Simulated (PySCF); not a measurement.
H₈N₄Ta (charge +1)

Input

```
mol = gto.M(atom='''
Ta    -0.00000    -0.00000     0.00000
N      2.08174    -0.00000    -0.00000
H      2.69117    -0.00000     0.83876
H      2.69117    -0.00000    -0.83876
N      0.00000     2.08174     0.00000
H      0.00000     2.69117     0.83876
H      0.00000     2.69117    -0.83876
N     -2.08174     0.00000     0.00000
H     -2.69117     0.00000     0.83876
H     -2.69117     0.00000    -0.83876
N     -0.00000    -2.08174    -0.00000
H     -0.00000    -2.69117     0.83876
H     -0.00000    -2.69117    -0.83876''',
    basis={'Ta': 'def2-SVP', 'N': 'def2-SVP', 'H': 'def2-SVP'},
    ecp={'Ta': 'def2-SVP'},
    charge=1, spin=0)
mf = dft.RKS(mol, xc='B88,P86')
mf.grids.atom_grid = (75, 302)  # f atoms: at least (60, 302), unpruned
mf = mf.density_fit()  # Ta def2-universal-JKFIT, N def2-universal-JKFIT, H def2-universal-JKFIT
mf.conv_tol = 1e-09; mf.max_cycle = 55
mf.kernel(dm0)
```

Launched as:

```sh
OMP_NUM_THREADS=2 python run.py
```

Core potentials replace the inner electrons of Ta.

Theory: PySCF, RKS BP86, Ta def2-SVP with ECP60, N def2-SVP, H def2-SVP; non-relativistic Hamiltonian with scalar-relativistic core potentials where named; density fitting.

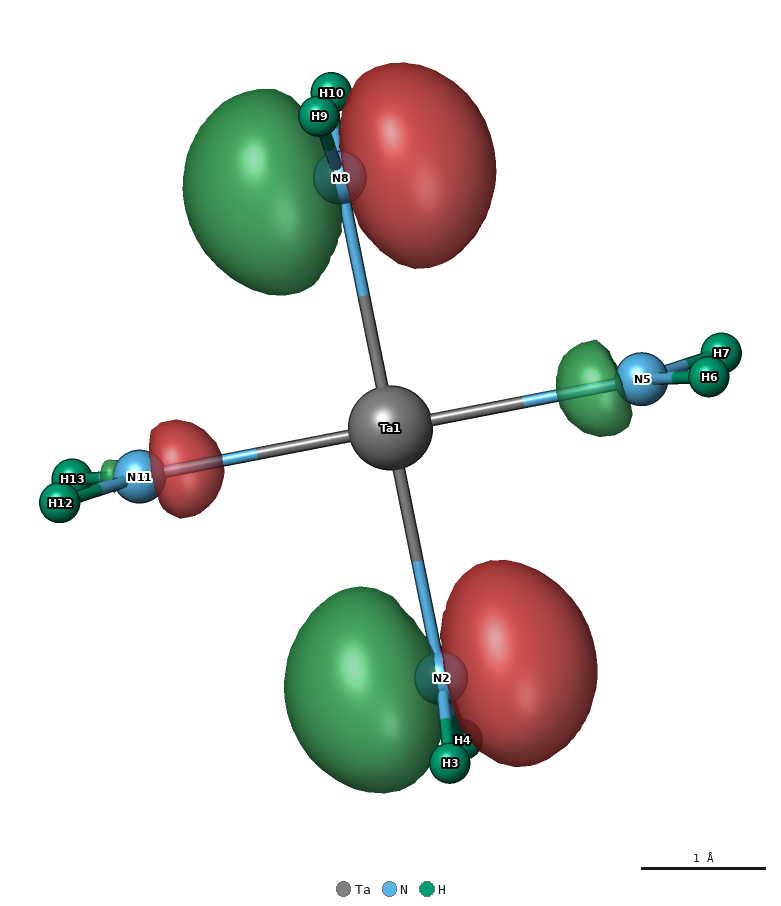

Figure 1. The HOMO−1 at ±0.15 Å⁻³ᐟ² (green and red are the two phases), seen across its widest extent.

**Describe this orbital and give its energy.**

By Hirshfeld shares it lies mainly on N2 (about 40 %) and N8 (about 40 %); it is ungerade (odd under inversion); largely a combination of lone pairs on N2 and N8. It is one of a degenerate set, so its orientation is arbitrary. Its energy is −11.08 eV.

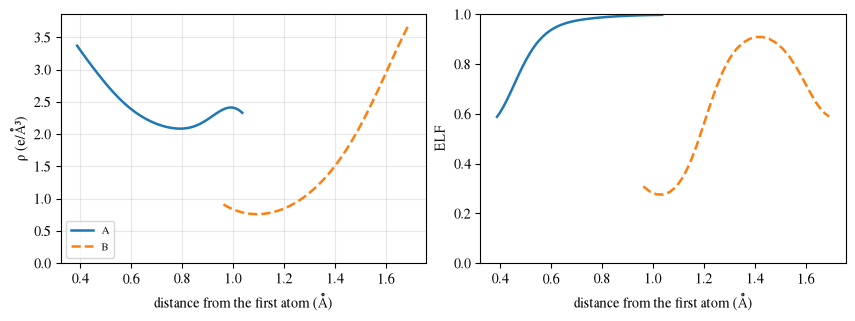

Figure 2. Electron density and ELF along straight lines between neighbouring atoms. The curves leave out the atomic cores.

**Which curve belongs to which contact (N–H and Ta–N)? The first atom named is at distance zero.**

Curve A: N–H (1.04 Å): ρ is about 2.7 e/Å³ halfway; the ELF climbs to about 1 towards the hydrogen, as it does in any bond to H; an ordinary covalent bond to hydrogen. Curve B: Ta–N (2.08 Å): the density is about 0.78 e/Å³ at the midpoint; the ELF peaks at about 0.90 in the valence shell of N, 0.7 Å from its nucleus, and drops to about 0.30 between the two atoms.

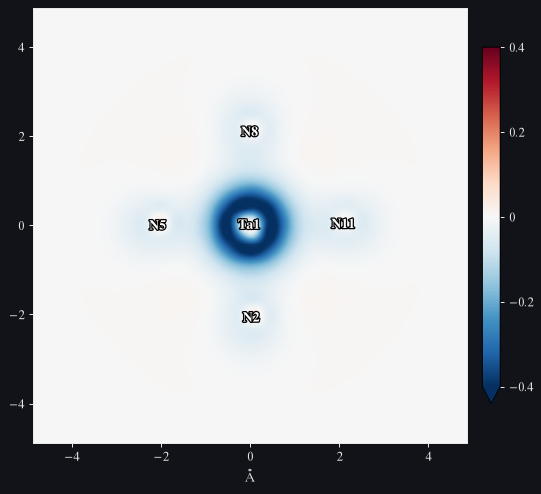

Figure 3. The HOMO on the plane of atoms N2, Ta1 and N11 (values in Å⁻³ᐟ²; the overall sign is arbitrary).

**What is the character of this orbital?**

Its weight (Hirshfeld) is mainly on Ta1 (about 90 %); it is gerade (even under inversion). Its energy is −8.31 eV.
